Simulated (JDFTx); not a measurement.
- surface: TiB2(0001), B outermost, slab composition Ti2B6
- bulk: TiB2, P6/mmm, lattice of mp-1145 (not re-optimised)
- slab: 8 atoms in 5 planes, 1x1, 6.3 Å between the outermost planes
- in-plane cell: 3.026 × 3.026 Å, 7.93 Å²
- cell height: 22.5 Å
- sampling: 8×8×1 k mesh, Fermi smearing 0.01 Ha, no spin polarisation

Whether this polymorph is the ambient one wasn't checked. Neither spin polarisation nor a larger cell was tried.

Computed with a modified build of JDFTx: PBE, GBRV ultrasoft potentials, plane waves to 20/100 Ha. Liquid on both sides: CANDLE, acetonitrile, 1 M NaF; nuclei fixed. SHE scale: U = −μ/e − 4.44 V, by convention. In this non-aqueous liquid the SHE scale is nominal.

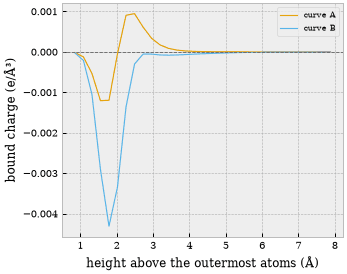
Figure: Plane-averaged bound charge of the liquid for two states of the electrode

Q: One curve is the neutral slab. Which, and what is the sign of the other's charge?

A: Curve A is neutral (potential of zero charge, 1.31 V). Curve B is positively charged, 5.4 μC/cm² at 1.90 V.
